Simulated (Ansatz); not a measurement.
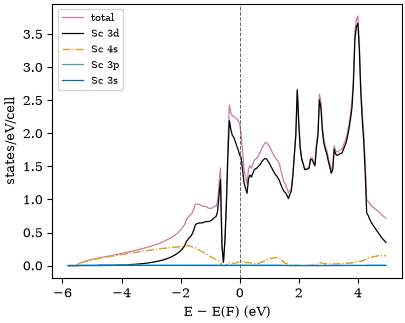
Figure. Total and projected density of states of Sc (fcc (Cu type), space group No. 225), the program Ansatz at the r²SCAN level (PAW)

Q: Which orbitals carry the states next to the Fermi level?

A: Within 0.5 eV of the Fermi level: Sc 3d 87 %, outside the projected shells 10 %. Projections are on Löwdin-orthogonalised atomic valence shells; empty p or d shells of many metals are not among them.

Q: Where is the tallest occupied peak in this window, and what makes it?

A: Near -0.3 eV, about 2.4 states/eV per cell; the largest projected share is Sc 3d.

Space group Fm-3m (fcc (Cu type)). The workflow started from a Materials Project entry (that database holds measured and hypothetical structures alike); the Crystallography Open Database files this formula in space group No. 225, but the cells were not matched. It is not the phase usual at ambient conditions (space group No. 194). The r²SCAN relaxation kept the symmetry of its start; whether a distortion lowers the energy is not shown. The run is not spin-polarised.

Potentials: the earlier of the program's two PAW sets.
